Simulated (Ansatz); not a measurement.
Reaction (SMILES): C(=C)=O + H+ → C=C=[OH+]
B3LYP-D3(BJ)/def2-TZVP geometries, fixed; electronic energies without zero-point terms; positive where energy is released.

Basis-set convergence of the proton affinity at MP2 with Ansatz (a first-principles code). Cartesian d functions, on some or all atoms, in 6-31G*, 6-31G**, 6-31+G*; all else is spherical. Cores are frozen. The proton sits at the site shown, which need not be the one that binds it best. No added dispersion term, no relativity. Functions are those of the species that has most. Reference: Hartree-Fock in aug-cc-pVQZ plus the correlation part extrapolated as X^-3 from aug-cc-pVTZ and aug-cc-pVQZ, 155.60 kcal/mol, itself unsure by roughly 0.08 kcal/mol (a third of the extrapolation step and of the last Hartree-Fock step). Deviations are taken from unrounded values.

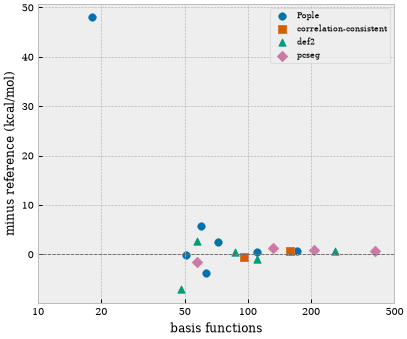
Fig. 1. Deviation from the reference against the number of basis functions, by family of sets.

| basis | functions | proton affinity (kcal/mol) | minus reference (kcal/mol) |
|---|---|---|---|
| STO-3G | 18 | 203.61 | 48.01 |
| def2-SV(P) | 48 | 148.49 | -7.11 |
| 6-31G* | 51 | 155.36 | -0.24 |
| def2-SVP | 57 | 158.29 | 2.68 |
| pcseg-1 | 57 | 154.08 | -1.52 |
| 6-31G** | 60 | 161.39 | 5.78 |
| 6-31+G* | 63 | 151.90 | -3.70 |
| 6-311G** | 72 | 158.11 | 2.50 |
| def2-SVPD | 87 | 156.06 | 0.46 |
| aug-cc-pVDZ | 96 | 155.09 | -0.51 |
| 6-311++G(2d,2p) | 111 | 156.09 | 0.49 |
| def2-TZVP | 111 | 154.65 | -0.95 |
| pcseg-2 | 132 | 156.98 | 1.37 |
| jun-cc-pV(T+d)Z | 159 | 156.25 | 0.65 |
| 6-311++G(3df,3pd) | 171 | 156.31 | 0.71 |
| aug-pcseg-2 | 207 | 156.47 | 0.87 |
| def2-QZVPP | 261 | 156.28 | 0.68 |
| aug-pcseg-3 | 402 | 156.27 | 0.67 |
